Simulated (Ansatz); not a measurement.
# GaCNCl2 (SMILES N#[C][Ga]([Cl])[Cl]): B3LYP/cc-pVDZ

Aim: the energy change on altering one bond length of GaCNCl2 at B3LYP/cc-pVDZ, from 2 runs. 

The calculation is run with Ansatz 0.2.0.

74 further runs of the same task are left out: 1 that didn't finish, 73 set aside as unsound or not needed. Runs told in other sessions of the task aren't counted.

### 1 Starting point

GaCNCl2 has 5 atoms, charge 0, and is taken as a singlet. As SMILES, `N#[C][Ga]([Cl])[Cl]`. The shape is that of a PBE0-D4/def2-TZVP optimisation.

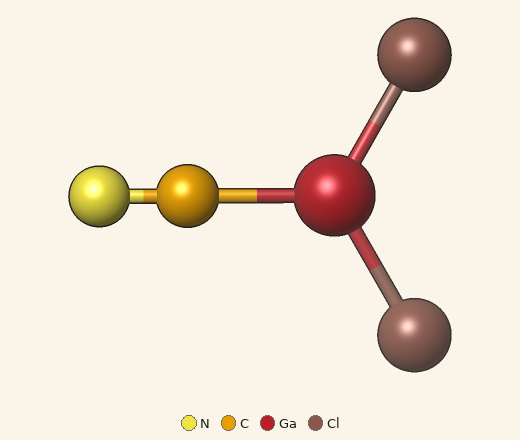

The structure, seen from a chosen angle (nitrogen yellow, carbon amber, gallium red, chlorine brown).

### 2 The energy at B3LYP/cc-pVDZ

in.yaml

```yaml
basis:
  gaussian:
    orbitals: cc-pVDZ
crystal:
  periodic: [false, false, false]
  atoms:
    - {symbol: N, position_ang: [0.909600, -1.318100, 1.914000]}
    - {symbol: C, position_ang: [0.493500, -0.715000, 1.025200]}
    - {symbol: Ga, position_ang: [-0.199400, 0.288700, -0.455700]}
    - {symbol: Cl, position_ang: [-1.735500, -0.526200, -1.643200]}
    - {symbol: Cl, position_ang: [0.581700, 2.197000, -0.881800]}
hamiltonian:
  xc: {name: B3LYP}
accuracy: high
output: {orbitals: {seedname: orbitals}}
```

Launch:

```sh
$ ansatz run in.yaml --threads 1 --pin off --max-ram 3480MiB --events-out events.jsonl --progress --plain --runs-dir runs
```

The log of the run:

```text
Warning: RAYON_NUM_THREADS=1 ignored (pool sized by the plan → 1); use --threads N
Functional definition: B3LYP
  name "B3LYP"
  parameter a0 = 0.2
  parameter ax = 0.72
  parameter ac = 0.81
  exchange = (1 - a0 - ax)*slater_x + ax*b88_x + a0*exact_x
  correlation = (1 - ac)*vwn_rpa_c + ac*lyp_c
1994 factors; integrals over basis functions are off by at most 4.4e-9 eV
mean field evaluation 1: about -79949.5657 eV, gradient 4.2e1 eV
mean field evaluation 2: about -79935.9478 eV, gradient 8.3e1 eV
mean field evaluation 4: about -79954.0520 eV, gradient 5.0e0 eV
mean field evaluation 8: about -79954.2204 eV, gradient 2.9e-1 eV
mean field evaluation 16: about -79954.2206 eV, gradient 2.1e-5 eV
mean field -79954.22056918 eV, -2938.2634110001 hartree, gradient 5.0e-8 eV, S^2 0.000000; 0 other end points of the search recorded, 0 dependent functions left out
reference -79954.22060734 eV, -2938.2634124024 hartree; 39, 39 occupied and 52, 52 virtual orbitals, 1994 factors
Total energy: -79954.22060734 eV, -2938.2634124024 hartree
```

Run time: 11 s. Hardware: 1 thread of Intel Xeon Platinum 8375C at 2.90GHz (Ice Lake), shared host; peak memory 0.4 GiB.

### 3 The distorted shape at the same level

molecule.yaml

```yaml
crystal:
  periodic: [false, false, false]
  atoms:
    - {symbol: N, position_ang: [1.117458, -1.619193, 2.358245]}
    - {symbol: C, position_ang: [0.701358, -1.016093, 1.469445]}
    - {symbol: Ga, position_ang: [-0.199400, 0.288700, -0.455700]}
    - {symbol: Cl, position_ang: [-1.735500, -0.526200, -1.643200]}
    - {symbol: Cl, position_ang: [0.581700, 2.197000, -0.881800]}
basis:
  gaussian:
    orbitals: cc-pVDZ
hamiltonian:
  xc: {name: B3LYP}
accuracy: high
output: {orbitals: {seedname: orbitals}}
```

Launch:

```sh
$ ansatz run molecule.yaml --threads 1 --pin off --max-ram 3480MiB --events-out events.jsonl --progress --plain --runs-dir runs
```

The log of the run:

```text
Warning: RAYON_NUM_THREADS=1 ignored (pool sized by the plan → 1); use --threads N
Functional definition: B3LYP
  name "B3LYP"
  parameter a0 = 0.2
  parameter ax = 0.72
  parameter ac = 0.81
  exchange = (1 - a0 - ax)*slater_x + ax*b88_x + a0*exact_x
  correlation = (1 - ac)*vwn_rpa_c + ac*lyp_c
1965 factors; integrals over basis functions are off by at most 4.4e-9 eV
mean field evaluation 1: about -79946.5006 eV, gradient 4.8e1 eV
mean field evaluation 2: about -79844.8906 eV, gradient 1.6e2 eV
mean field evaluation 4: about -79952.3251 eV, gradient 1.5e1 eV
mean field evaluation 8: about -79952.8282 eV, gradient 4.7e-1 eV
mean field evaluation 16: about -79952.9447 eV, gradient 5.2e-5 eV
mean field -79952.94466400 eV, -2938.2165223495 hartree, gradient 5.8e-8 eV, S^2 0.000000; 0 other end points of the search recorded, 0 dependent functions left out
reference -79952.94470311 eV, -2938.2165237869 hartree; 39, 39 occupied and 52, 52 virtual orbitals, 1965 factors
Total energy: -79952.94470311 eV, -2938.2165237869 hartree
```

Wall time 10 s (1 thread of Intel Xeon Platinum 8375C at 2.90GHz (Ice Lake), shared host); peak memory 0.4 GiB.

### 4 What came out

Level: B3LYP/cc-pVDZ.

```
                                                          quantity           value
                                         first shape: total energy  -2938.26341 Eh
                                          first shape: HOMO energy        -9.40 eV
                                          first shape: LUMO energy        -2.70 eV
                                        first shape: HOMO–LUMO gap         6.70 eV
                                     distorted shape: total energy  -2938.21652 Eh
                                      distorted shape: HOMO energy        -9.08 eV
                                      distorted shape: LUMO energy        -3.78 eV
                                    distorted shape: HOMO–LUMO gap         5.30 eV
energy change with the C2–Ga3 bond stretched from 1.918 to 2.494 Å        1.276 eV
```

What this shows: With the C2–Ga3 bond stretched from 1.918 to 2.494 Å the energy rises by 1.28 eV (123 kJ/mol). The first shape isn't relaxed at this level, so the change isn't measured from a minimum.
